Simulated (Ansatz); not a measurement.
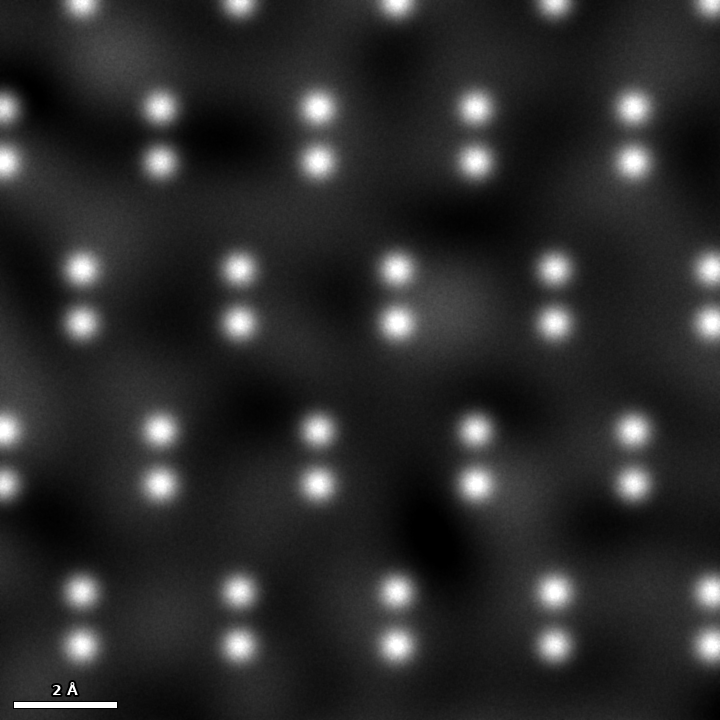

Dark-field STEM-like image of Tb (P6_3/mmc, No. 194). The image is simulated as a sum over atoms of Z^1.6, blurred by a 0.51 Å probe (no channelling). The probe carries 25 % of its weight in a tail 2.5 times as wide. Shot noise and the speckle of an amorphous layer were added. Model: a calculation's starting geometry.

```cif
data_structure
_symmetry_space_group_name_H-M 'P6_3/mmc'
_symmetry_Int_Tables_number 194
_cell_length_a 3.6201
_cell_length_b 3.6201
_cell_length_c 5.7632
_cell_angle_alpha 90.000
_cell_angle_beta 90.000
_cell_angle_gamma 120.000
_cell_volume 65.41
loop_
_atom_site_label
_atom_site_type_symbol
_atom_site_symmetry_multiplicity
_atom_site_Wyckoff_symbol
_atom_site_fract_x
_atom_site_fract_y
_atom_site_fract_z
_atom_site_occupancy
Tb1 Tb 2 d 0.33333 0.66667 0.75000 1
```

**Which beam direction gives this image, [210], [310], [311] or [101]? (Directions equivalent by symmetry count as one.)**

[101]. The projected cells are 1.81 × 2.88 Å, 90° for [210]; 1.18 × 5.76 Å, 90° for [310]; 2.12 × 2.76 Å, 93° for [311]; 3.07 × 3.49 Å, 116° for [101], and the image repeats as the [101] one does.
